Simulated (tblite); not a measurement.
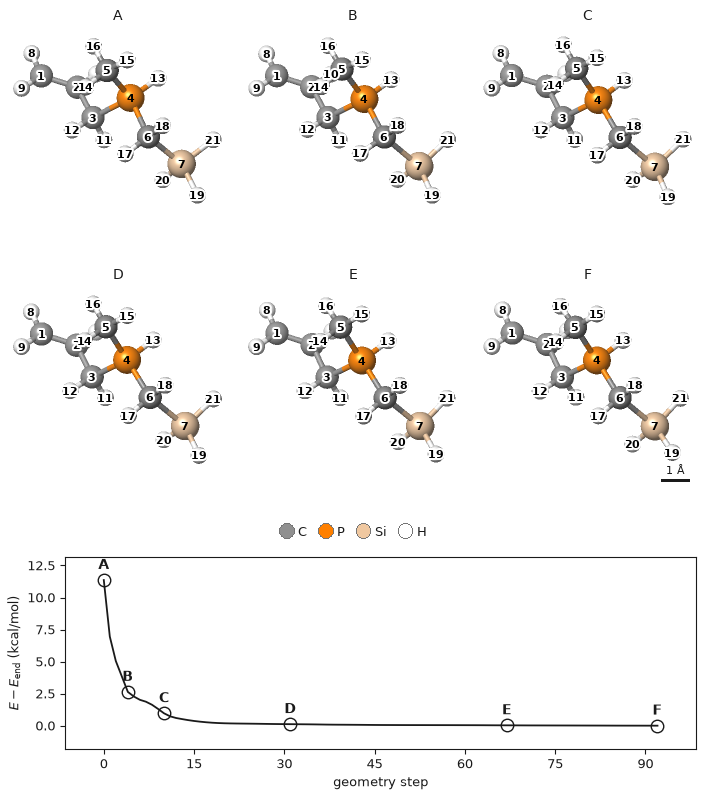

Frames of a relaxation of C₅H₁₄PSi (charge +1), marked on the history of the run. A ball-and-stick model, seen from a free direction.

Level of theory: GFN2-xTB geometry optimisation, gas phase (tblite). 

### Describe the path.

Over 92 geometry steps the energy falls by 11.4 kcal/mol. H13 moves most after the best rigid fit: 0.27 Å. By element the largest moves are H 0.27 Å, P 0.22 Å, Si 0.18 Å, C 0.10 Å. Among the contacts that change: C6–Si7 1.839 → 1.950 Å, P4–H13 1.427 → 1.382 Å, Si7–H20 1.491 → 1.463 Å, Si7–H19 1.482 → 1.454 Å. Among the angles between lasting bonds that change: C5–P4–C6 102.9° → 112.5°, C5–P4–H13 114.6° → 106.0°, C3–P4–H13 114.8° → 106.5°. Cost: 1.2 s on 1 thread of Arm Neoverse N1 (shared host). From step 0 to 4: Si7 moves most (0.14 Å), energy −8.73 kcal/mol. From step 4 to 10: H17 moves most (0.10 Å), energy −1.67 kcal/mol. From step 10 to 31: H14 moves most (0.13 Å), energy −0.85 kcal/mol. From step 31 to 67: H16 moves most (0.10 Å), energy −0.09 kcal/mol. From step 67 to 92: H20 moves most (0.11 Å), energy −0.03 kcal/mol.

```
step  E − E(0), kcal/mol
   0                0.00
   1               -4.41
   2               -6.32
   3               -7.52
   4               -8.73
   5               -9.09
   6               -9.35
   7               -9.49
   8               -9.73
   9              -10.05
  10              -10.40
  14              -10.93
  19              -11.16
  23              -11.20
  27              -11.22
  32              -11.25
  36              -11.27
  40              -11.29
  45              -11.31
  49              -11.31
  53              -11.32
  57              -11.32
  62              -11.33
  66              -11.33
  70              -11.34
  75              -11.35
  79              -11.35
  83              -11.35
  88              -11.36
  92              -11.36
```
